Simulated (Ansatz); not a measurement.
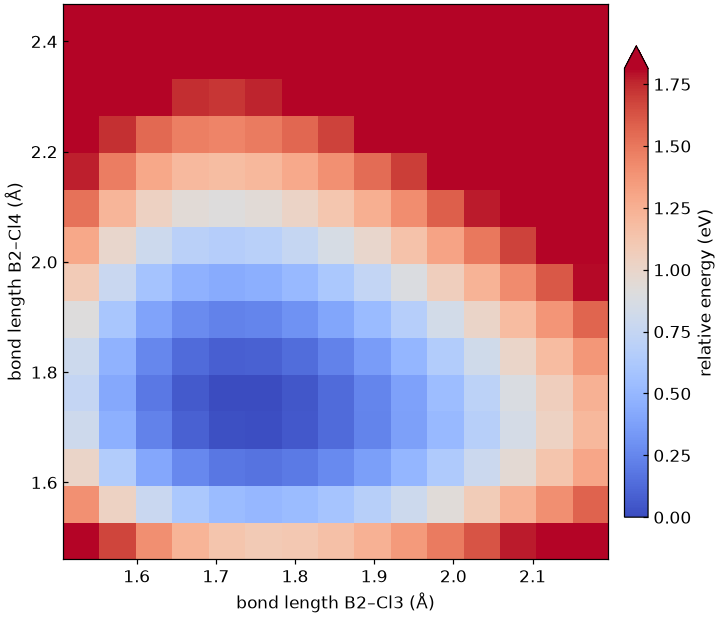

Energy landscape of BCl₂F, SMILES FB(Cl)Cl. 
- First axis: bond length B2–Cl3. Second axis: bond length B2–Cl4.
- Nothing is relaxed (all other coordinates rigid).
- The grid has 15 × 15 points.
- Energies: eV, counted from the lowest grid point.
- The calculation used Ansatz 0.2.0, RKS PBE0-D4/def2-TZVP.

The picture shows one coloured cell a grid point, one colour for all values above the top of the scale. 

> Describe this landscape.

The lowest grid point is at bond length B2–Cl3 = 1.714 Å, bond length B2–Cl4 = 1.764 Å. It is the only kind of minimum in the scanned range. The highest grid point, bond length B2–Cl3 = 2.173 Å, bond length B2–Cl4 = 2.434 Å, lies 3.79 eV above the lowest. Round the minimum the two coordinates are weakly coupled (coupling 0.10 in units of the two stiffnesses).

The values on the grid:

```tsv
bond length B2–Cl4 ↓, bond length B2–Cl3 →	1.530	1.576	1.622	1.668	1.714	1.760	1.806	1.852	1.898	1.944	1.990	2.036	2.082	2.128	2.173
2.434	2.78	2.51	2.35	2.27	2.26	2.30	2.39	2.51	2.66	2.82	3.00	3.19	3.39	3.59	3.79
2.367	2.53	2.26	2.09	2.00	1.99	2.03	2.12	2.24	2.38	2.55	2.73	2.92	3.12	3.32	3.51
2.300	2.28	2.00	1.82	1.74	1.72	1.76	1.84	1.96	2.11	2.27	2.45	2.64	2.83	3.03	3.23
2.233	2.02	1.73	1.56	1.47	1.45	1.49	1.57	1.68	1.82	1.98	2.16	2.35	2.54	2.74	2.94
2.166	1.77	1.48	1.29	1.20	1.18	1.21	1.29	1.40	1.54	1.70	1.87	2.06	2.25	2.45	2.65
2.099	1.52	1.23	1.04	0.94	0.91	0.94	1.02	1.12	1.26	1.42	1.59	1.77	1.96	2.16	2.36
2.032	1.29	0.99	0.80	0.69	0.66	0.68	0.75	0.86	0.99	1.14	1.31	1.50	1.68	1.88	2.07
1.965	1.08	0.77	0.58	0.47	0.43	0.45	0.51	0.61	0.74	0.89	1.06	1.24	1.42	1.62	1.81
1.898	0.91	0.60	0.39	0.27	0.23	0.24	0.30	0.40	0.52	0.67	0.83	1.01	1.19	1.38	1.57
1.831	0.79	0.47	0.25	0.13	0.08	0.09	0.14	0.23	0.35	0.49	0.65	0.82	1.00	1.19	1.37
1.764	0.75	0.41	0.19	0.06	0.00	0.00	0.05	0.13	0.25	0.38	0.54	0.70	0.88	1.06	1.24
1.697	0.81	0.46	0.23	0.09	0.02	0.01	0.05	0.13	0.24	0.37	0.52	0.68	0.85	1.03	1.21
1.629	1.01	0.65	0.41	0.26	0.18	0.16	0.20	0.27	0.37	0.49	0.63	0.79	0.96	1.13	1.30
1.562	1.40	1.03	0.78	0.61	0.53	0.50	0.53	0.59	0.68	0.80	0.93	1.08	1.24	1.41	1.58
1.495	2.06	1.67	1.41	1.23	1.13	1.10	1.11	1.16	1.25	1.35	1.48	1.63	1.78	1.94	2.10
```

The input of one point:

```yaml
crystal:
  periodic: [false, false, false]
  atoms:
    - { symbol: F, position_ang: [0.130316, -1.186797, -0.776161] }
    - { symbol: B, position_ang: [0.021926, -0.096071, -0.05837] }
    - { symbol: Cl, position_ang: [-1.514153, 0.354086, 0.554506] }
    - { symbol: Cl, position_ang: [1.460182, 0.875881, 0.255355] }
basis:
  gaussian: { orbitals: def2-TZVP }
hamiltonian:
  xc: pbe0
  dispersion: d4
output:
  forces: true
```

The whole map (225 points run) took 24 min on 1 thread of Arm Neoverse N1 (shared host).
